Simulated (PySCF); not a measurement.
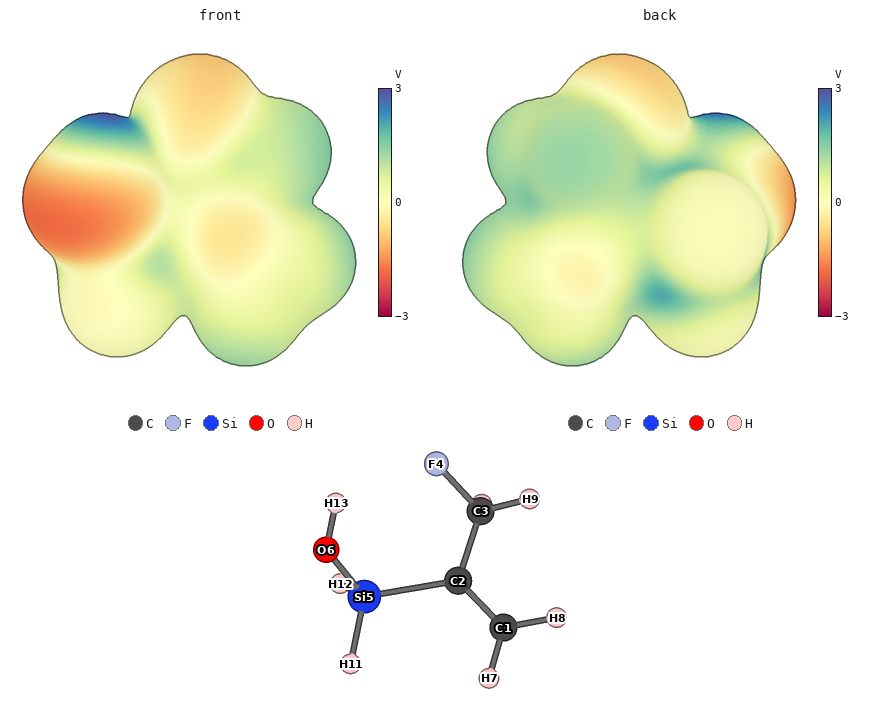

The picture shows: C$_{3}$H$_{7}$FOSi (SMILES C=C(CF)[SiH2]O). The molecular electrostatic potential painted on the density surface at 0.004 e/bohr³, seen from the front and from behind; red is negative and blue positive. The bare structure is drawn below in the same view.

Geometry: GFN2-xTB, NEB image 0 of 0 to 8.

These are results of PBE0/pcSseg-1, SCF density, gas phase, non-relativistic in PySCF, not measurements.

```yaml
atoms:
  - { symbol: C, position_ang: [-0.7466, 1.6054, 0.4624] }
  - { symbol: C, position_ang: [-0.3424, 0.4114, 0.0569] }
  - { symbol: C, position_ang: [-1.3221, -0.7228, 0.0073] }
  - { symbol: F, position_ang: [-0.7114, -1.9291, 0.2977] }
  - { symbol: Si, position_ang: [1.4284, 0.0403, -0.5297] }
  - { symbol: O, position_ang: [2.1233, -1.1200, 0.3611] }
  - { symbol: H, position_ang: [-0.0771, 2.4475, 0.4749] }
  - { symbol: H, position_ang: [-1.7582, 1.7985, 0.7899] }
  - { symbol: H, position_ang: [-2.1402, -0.6080, 0.7257] }
  - { symbol: H, position_ang: [-1.7322, -0.8323, -1.0043] }
  - { symbol: H, position_ang: [2.2830, 1.1924, -0.2920] }
  - { symbol: H, position_ang: [1.3363, -0.3572, -1.9392] }
  - { symbol: H, position_ang: [1.6547, -1.9255, 0.5716] }
```

Where is the surface potential most negative and most positive?

Answer. The most negative region (about −1.8 V) lies over O6, the most positive (about +2.7 V) over H13. O6 is the likeliest acceptor of a hydrogen bond.

How polar is the molecule by this calculation?

Answer. Its dipole moment is 2.43 D.
